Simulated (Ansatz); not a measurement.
**AlCl2F: density, localisation and related maps**

```yaml
atoms:
  - { symbol: Al, position_ang: [-0.0482, -0.0809, 0.0003] }
  - { symbol: Cl, position_ang: [2.0175, -0.1424, 0.0141] }
  - { symbol: Cl, position_ang: [-1.0836, 1.7077, -0.0164] }
  - { symbol: F, position_ang: [-0.8856, -1.4844, 0.0020] }
```

Geometry: r2SCAN-D4/def2-TZVP.

These are results of RKS PBE0-D4/def2-TZVP in Ansatz 0.2.0, not measurements.

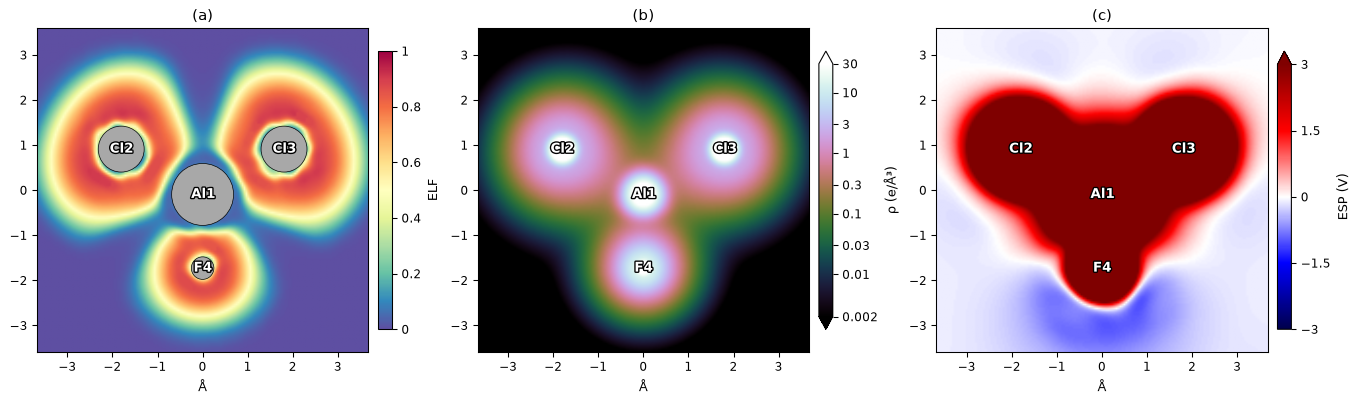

Figure 1. (a) electron localisation function; (b) total electron density; (c) molecular electrostatic potential on the molecular plane. Grey discs cover the atomic cores in the ELF map.

Describe what can be read from this map.

Answer.
- The section cuts through Al, Cl and F sites.
- Al–F (1.63 Å): ρ is about 0.96 e/Å³ halfway; the ELF peaks at about 0.85 in the valence shell of F, 0.6 Å from its nucleus, and is about 0.40 at the midpoint.
- Al–Cl (2.07 Å): ρ at the midpoint is about 0.78 e/Å³; the ELF peaks at about 0.85 in the valence shell of Cl, 0.9 Å from its nucleus, and is about 0.80 at the midpoint.
- The ELF also peaks beside F4, Cl2 and Cl3, away from the bonds: lone-pair regions.
- Outside the dense part of the molecule the potential is most negative (−1.0 V) near F4.

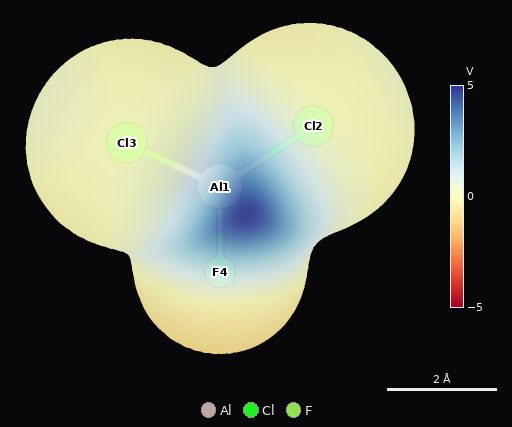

Figure 2. The electrostatic potential painted on the density surface at 0.002 e/bohr³, seen at a tilt; red is negative and blue positive.

Where is the surface potential most negative and most positive?

Answer. The most negative region (about −0.9 V) lies over F4, the most positive (about +4.8 V) over Al1.

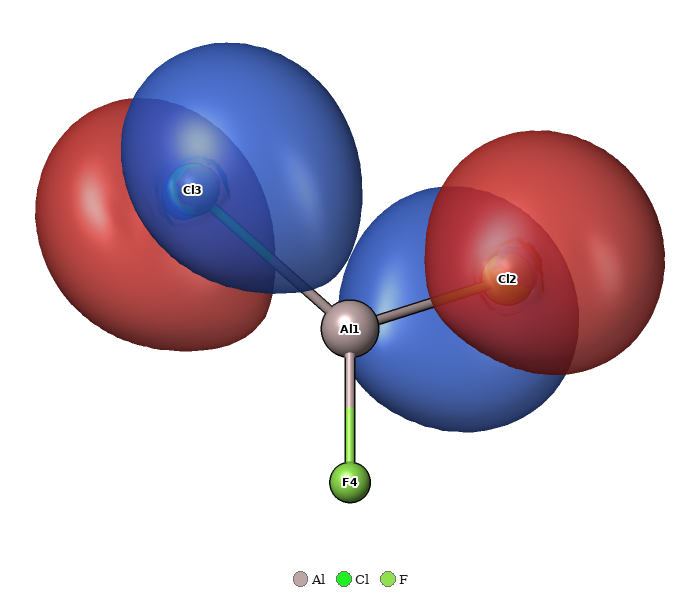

Figure 3. The HOMO−1 at ±0.08 Å⁻³ᐟ² (red and blue are the two phases), seen at a tilt.

Describe this orbital and give its energy.

Answer. By Hirshfeld shares it lies mainly on Cl2 (about 45 %) and Cl3 (about 45 %); it changes sign across the molecular plane (π type). Its energy is −9.92 eV.
